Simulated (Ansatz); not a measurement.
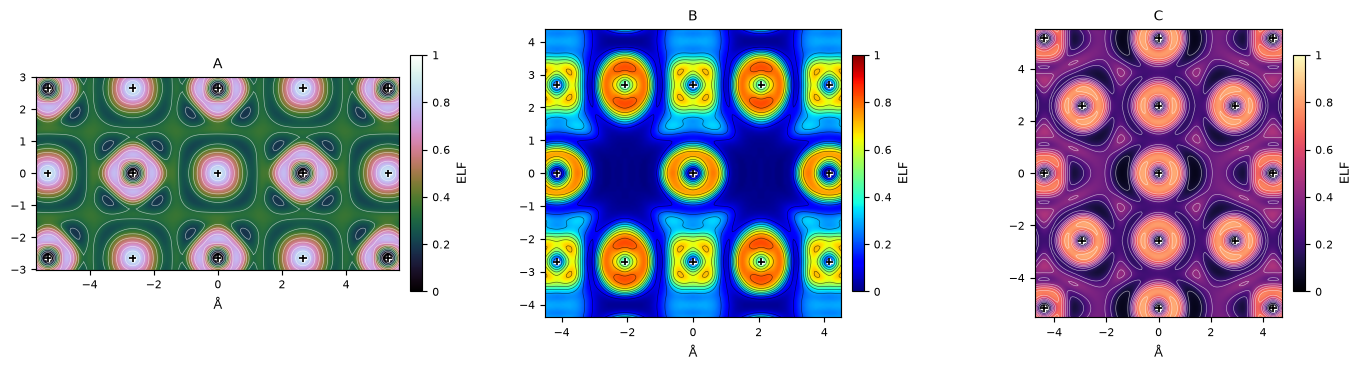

The ELF of 3 systems, each on a plane through atoms (crosses mark nuclei in the plane).

Method: Ansatz, DFT PBE, scalar-relativistic, plane waves, PAW.

System 1: ScRu2F2, the (110) plane of the conventional cell. Space group P6/mmm; a structure generated by program, which may or may not match a known phase; computed without spin polarisation.

```yaml
crystal:
  lattice:
    - [4.66784, 0.00000, 0.00000]
    - [-2.33392, 4.04247, 0.00000]
    - [0.00000, 0.00000, 4.15483]
  atoms:
    - { symbol: Sc, position: [0.00000, 0.00000, 0.00000] }
    - { symbol: Ru, position: [0.33333, 0.66667, 0.00000] }
    - { symbol: Ru, position: [0.66667, 0.33333, 0.00000] }
    - { symbol: F, position: [0.33333, 0.66667, 0.50000] }
    - { symbol: F, position: [0.66667, 0.33333, 0.50000] }
```

System 2: Zr4W, the (110) plane of the conventional cell. Space group P4/mmm; a structure generated by program, which may or may not match a known phase.

```
Zr W
1.0
     3.65767    0.00000    0.00000
     0.00000    3.65767    0.00000
     0.00000    0.00000    8.78008
Zr W
4 1
Direct
  0.50000 0.50000 0.00000
  0.00000 0.00000 0.33403
  0.00000 0.00000 0.66597
  0.00000 0.00000 0.00000
  0.50000 0.50000 0.50000
```

System 3: Ag4W3, the (001) plane of the conventional cell. Space group Pm-3m; a structure generated by program, which may or may not match a known phase.

```yaml
crystal:
  lattice:
    - [5.31346, 0.00000, 0.00000]
    - [0.00000, 5.31346, 0.00000]
    - [0.00000, 0.00000, 5.31346]
  atoms:
    - { symbol: Ag, position: [0.00000, 0.50000, 0.50000] }
    - { symbol: Ag, position: [0.50000, 0.00000, 0.50000] }
    - { symbol: Ag, position: [0.50000, 0.50000, 0.00000] }
    - { symbol: Ag, position: [0.00000, 0.00000, 0.00000] }
    - { symbol: W, position: [0.50000, 0.00000, 0.00000] }
    - { symbol: W, position: [0.00000, 0.50000, 0.00000] }
    - { symbol: W, position: [0.00000, 0.00000, 0.50000] }
```

Match each panel to its system.

Answer. Panel A is system 3, Ag4W3: the plane holds Ag and W. Ag–W (2.66 Å): the ELF is about 0.35 at the midpoint. Panel B is system 1, ScRu2F2: the plane holds Sc, Ru and F. Ru–F (2.08 Å): the ELF peaks at about 0.80 in the valence shell of F, 0.6 Å from its nucleus, and drops to about 0.05 between the two atoms; no shared electron pair shows on this line. Panel C is system 2, Zr4W: the plane holds Zr and W. Zr–Zr (2.59 Å): the ELF is about 0.25 at the midpoint (no localised pair shows between them).
